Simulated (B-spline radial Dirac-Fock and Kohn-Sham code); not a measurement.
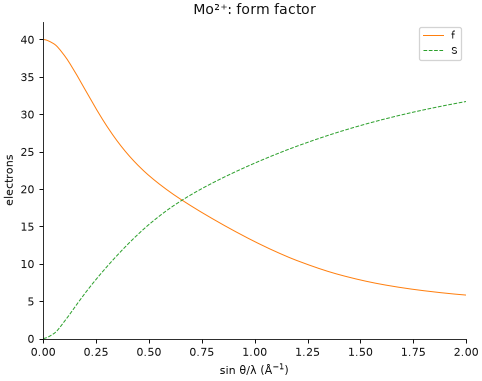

The X-ray form factor f and the incoherent scattering function S against sin θ/λ. System: Mo²⁺, configuration [Kr] 4d4, inside a Watson sphere of charge −2 and radius 1.8 Å that stands in for a crystal. Method: the spherical Dirac–Fock density (average of configuration), S by Waller and Hartree (computed with a B-spline radial atomic code).

### Where has f fallen to half its forward value?

Near sin θ/λ = 0.58 Å⁻¹.

### How many electrons does the species have?

40, the value of f at zero angle.

### What is f at sin θ/λ = 1.00 Å⁻¹?

13.0 electrons.
